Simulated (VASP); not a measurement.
Shape and ions are relaxed at each volume.

Energy against volume of GaN (wurtzite). Calculation: RPBE GGA, VASP's PBE PAW potentials (set 64) (plane waves; VASP).

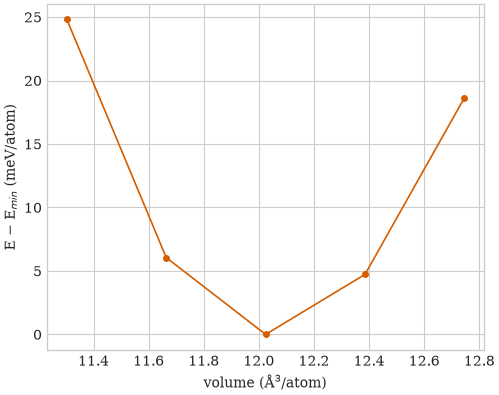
Figure. Energy against volume

Estimate the equilibrium volume and the bulk modulus.

The minimum lies near 12.0 Å³/atom, and the curvature gives B0 of about 160 GPa.

The compound is GaN in the wurtzite structure. It was relaxed first, which changed the volume by +5 %.
